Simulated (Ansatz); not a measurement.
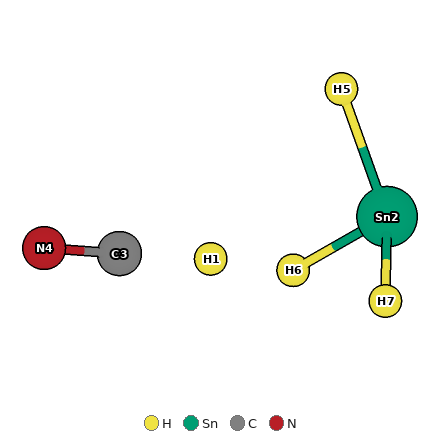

The system is the reacting system CH4NSn (fragments CH₄NSn where the first distance is long, CHN + H₃Sn where the second is long), spin multiplicity 2; the picture shows the reference structure. 
- The first coordinate is: distance H1–C3 (bond that forms); the second: distance H1–Sn2 (bond that breaks).
- Relaxed at each point: all other coordinates.
- Grid: 9 × 9 points.
- Points are written as (first, second).
- All energies are given in eV relative to the lowest grid point.
- Energies and slopes of some neighbouring points disagree (a jump in structure or state, or too coarse a mesh).
- Level of theory: UKS PBE0-D4/def2-SVP in Ansatz.

Its coordinates:

```xyz
7

H     0.4076   -0.6032    0.3617
Sn    0.7209    1.3323   -0.7401
C    -0.6663   -1.3739    0.7663
N    -1.5839   -2.0023    1.0926
H    -0.1956    0.5947   -1.9934
H     1.6000    0.0370    0.0360
H    -0.2825    2.0153    0.4771
```

Range: distance H1–C3 (bond that forms) from 0.963 to 2.163 Å; distance H1–Sn2 (bond that breaks) from 1.530 to 3.030 Å.

### What landscape does the calculation give?

The lowest grid point is at (1.052 Å, 3.030 Å). It lies in a valley that leaves the map towards separated partners. The energy also falls towards the edge at (2.163 Å, 3.030 Å) (0.15 eV above the lowest), where a further well may lie outside the range. The highest grid point, (0.963 Å, 1.530 Å), lies 3.60 eV above the lowest.

| second ↓, first → | 0.963 | 1.052 | 1.175 | 1.315 | 1.468 | 1.630 | 1.801 | 1.979 | 2.163 |
| --- | --- | --- | --- | --- | --- | --- | --- | --- | --- |
| 3.030 | 0.33 | 0.00 | 0.10 | 0.61 | 1.28 | 1.96 | 0.45 | 0.26 | 0.15 |
| 2.799 | 0.37 | 0.04 | 0.13 | 0.63 | 1.27 | 1.89 | 0.45 | 0.27 | 0.17 |
| 2.577 | 0.45 | 0.11 | 0.19 | 0.67 | 1.28 | 1.86 | 0.49 | 0.33 | 0.23 |
| 2.364 | 0.59 | 0.24 | 0.31 | 0.75 | 1.33 | 1.86 | 0.59 | 0.43 | 0.33 |
| 2.161 | 0.83 | 0.46 | 0.51 | 0.92 | 1.44 | 1.89 | 0.77 | 0.60 | 0.48 |
| 1.970 | 1.24 | 0.84 | 0.85 | 1.22 | 1.68 | 2.04 | 1.06 | 0.87 | 0.73 |
| 1.795 | 1.85 | 1.42 | 1.38 | 1.68 | 2.09 | 1.78 | 1.50 | 1.27 | 1.08 |
| 1.641 | 2.71 | 2.24 | 2.14 | 1.66 | 1.72 | 1.85 | 2.10 | 1.82 | 1.59 |
| 1.530 | 3.60 | 3.11 | 2.96 | 2.28 | 2.22 | 2.27 | 2.76 | 2.42 | 2.15 |

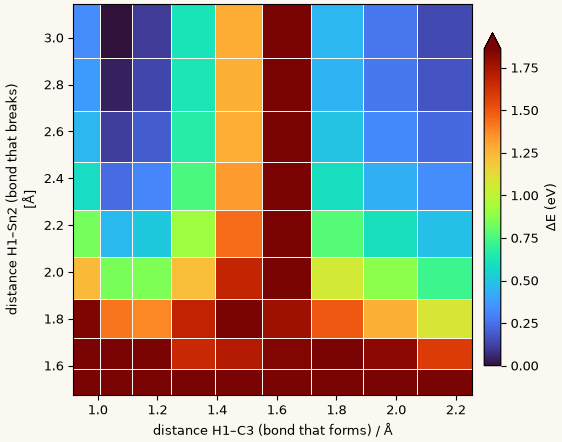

In the figure: one coloured cell a grid point, one colour for all values above the top of the scale.

Each point was launched as `ansatz run input.yaml --threads 1 --pin off --max-ram 2560MiB --backend cpu --events-out ev --progress --plain --runs-dir out`. Time for the 81 points that were run: 42 min on 1 thread of Arm Neoverse V1 (shared host).
